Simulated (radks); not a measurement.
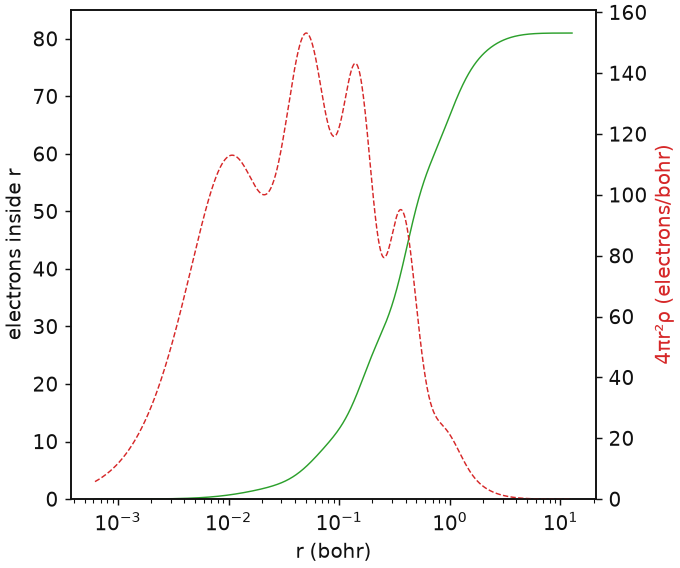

A free Tl atom in the configuration [Xe] 4f14 5d10 6s2 6p1 (high spin). Computed with the in-house radial solver radks: scalar-relativistic Kohn-Sham, r2SCAN, spin-polarised, spherical densities, finite nucleus.

The plot shows the number of electrons inside radius r (solid) and the radial density 4πr²ρ (dashed).

Question: Describe it and give its main numbers.

Answer: The count levels off at 81 electrons. Half of them lie within 0.374 bohr, 90 % within 1.38 bohr and 99 % within 3.49 bohr. The radial density has minima at 0.0210, 0.0900 and 0.255 bohr, where the count stands at 1.9, 11.0 and 29.9; these part the shells that the density resolves.
